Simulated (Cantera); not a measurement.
Feed: 1 mol V2O5, 1300 mol H2, 2.8 mol H2O, at 0.0133 bar.

These are equilibrium values from Cantera (NASA tables, ideal gas, pure condensed phases), not measurements of a reactor. Candidate condensed phases: H2O, V, VO, V2O3, V2O4, V2O5; 12 gas species. Mutual solubility and eutectic melting of coexisting phases are not modelled. VO: taken at fixed stoichiometry. Condensed phases not in the tables: the oxides between V2O3 and V2O5 other than VO2. Rates play no part.

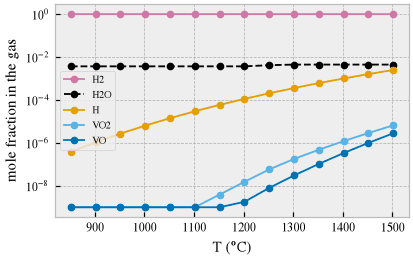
Figure. Equilibrium gas composition (values under 1e-9 drawn at 1e-9)

Read off the mole fractions at 1502 °C.

H2 about 0.99, H2O about 0.0044, H about 0.0025, VO2 about 6.5e-6, VO about 2.8e-6.
